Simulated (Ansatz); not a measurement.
The parent structure is CsPbBr3 in the cubic perovskite structure (space group Pm-3m, No. 221; a = 5.8721 Å). Axes: x, y, z lie along the cube axes.

The change: compressive biaxial strain of 1.80 % in the plane normal to [001], as in epitaxy on a mismatched substrate; the out-of-plane cell vector and the atoms relax.

Level of theory: PBEsol (Ansatz, an electronic-structure program; PAW; 420 eV plane waves; spin-orbit coupling left out).

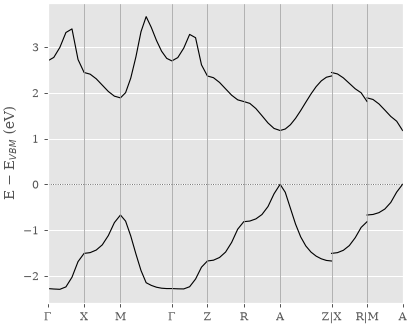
Fig. 1. Highest valence and lowest conduction band along the path of the changed cell's own zone

From the figure, how large is the changed gap, and is it direct?

About 1.2 eV, direct at A.

Spin-orbit coupling, missing from the scalar runs, can matter with Pb. Whether these cells are dynamically stable was not tested. Many cubic perovskites are stable only at high temperature; tilts and polar distortions were not tested. This is not the structure that CsPbBr3 has at room temperature and ambient pressure. k-point labels follow each cell's own Brillouin zone.
